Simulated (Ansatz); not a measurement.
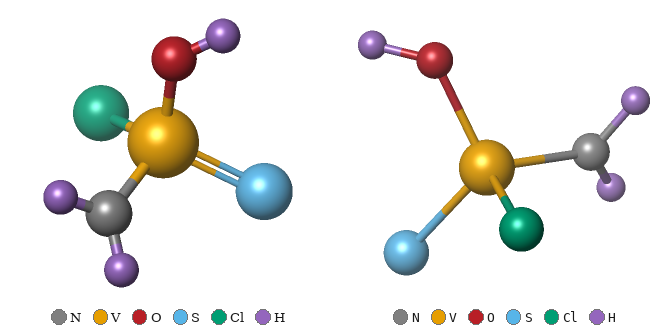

Two views of one molecule.

Charge 0, singlet. Computed geometry: PBE0-D4/def2-TZVP optimisation.

> Give the formula.

ClH₃NOSV, 8 atoms: 1 chlorine, 3 hydrogen, 1 nitrogen, 1 oxygen, 1 sulfur and 1 vanadium.

> How many bonds of each kind are drawn?

2 N–H, 1 N–V, 1 O–V, 1 S–V, 1 Cl–V, 1 O–H.

> How many atoms are distinct by symmetry?

8: 1 N, 1 V, 1 O, 1 S, 1 Cl, 1 H, 1 H, 1 H.

> Give the symmetry (Schoenflies symbol).

C1.

> Give a SMILES string for it.

[NH2][V@@]([OH])(=[S])[Cl]

The parts below concern this one geometry. Atoms keep their numbers from picture to picture.

**Vibrations**

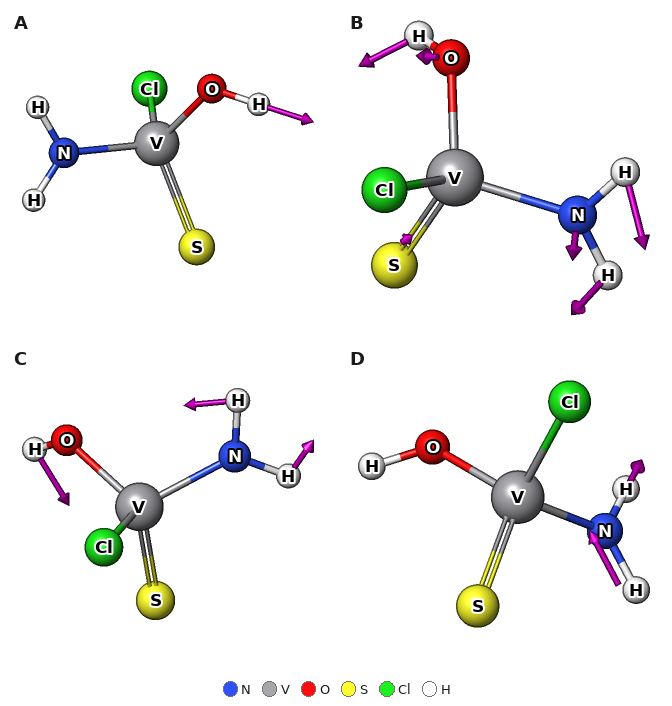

4 normal modes of one molecule or complex, as arrows. Harmonic vibrations computed with RKS PBE0-D4/def2-TZVP (Ansatz 0.2.0) at a stationary point of the same level.

> Match the panels to the wavenumbers 231 cm⁻¹, 594 cm⁻¹, 3684 cm⁻¹, 3887 cm⁻¹.

A: 3887 cm⁻¹, O–H stretching
B: 231 cm⁻¹
C: 594 cm⁻¹, angle bending
D: 3684 cm⁻¹, out-of-phase stretching of 2 N–H bonds

**Levels of theory compared**

Program: Ansatz 0.2.0.

At this fixed geometry, give dipole (D), vertical IP (eV), HOMO–LUMO gap (eV) at these levels: B3LYP-D4/def2-TZVPP; PBE-D4/def2-TZVPP; r2SCAN-D4/def2-TZVPP; ωB97M-V/def2-TZVPP.

| level | dipole (D) | vertical IP (eV) | HOMO–LUMO gap (eV) |
| --- | --- | --- | --- |
| B3LYP-D4/def2-TZVPP | 2.93 | 9.76 | 4.39 |
| PBE-D4/def2-TZVPP | 2.93 | 9.46 | 2.82 |
| r2SCAN-D4/def2-TZVPP | 3.01 | 9.64 | 3.08 |
| ωB97M-V/def2-TZVPP | 3.01 | 9.92 | 9.11 |

**Charges**

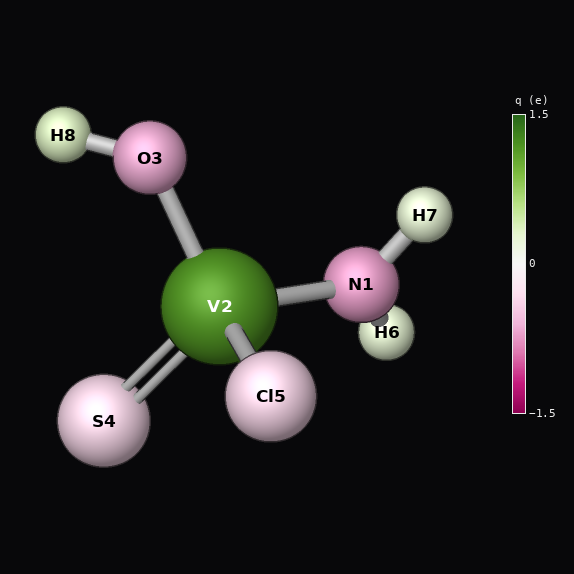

Atoms are coloured by their Mulliken charges. Level of theory: RKS PBE0-D4/def2-TZVP (Ansatz 0.2.0).

> Which atom carries the highest charge (most positive or least negative)?

V2 (1.16 e).

> And the lowest?

N1 (−0.70 e).

List the Mulliken charges.

| atom | value (e) |
| --- | --- |
| N1 | −0.70 |
| V2 | 1.16 |
| O3 | −0.64 |
| S4 | −0.33 |
| Cl5 | −0.34 |
| H6 | 0.26 |
| H7 | 0.25 |
| H8 | 0.35 |

Mulliken values depend strongly on the basis set and can even reverse the polarity of a bond.
